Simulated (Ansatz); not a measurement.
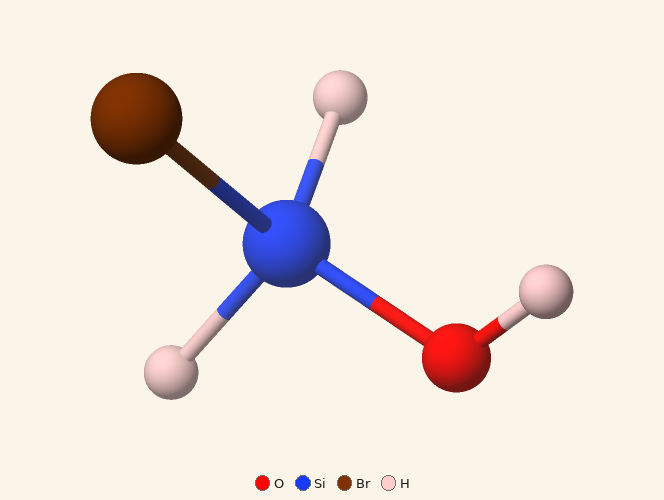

The computed structure is the end point of a PBE-D4/def2-SVP optimisation. No frequency run is at hand to confirm it as a minimum.

Draw it as a skeletal formula.

SMILES: O[SiH2]Br

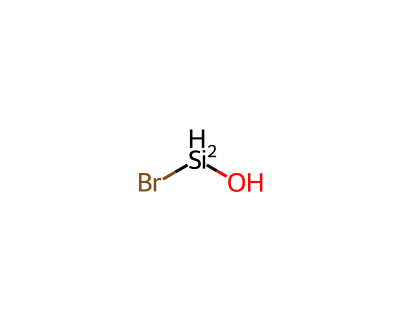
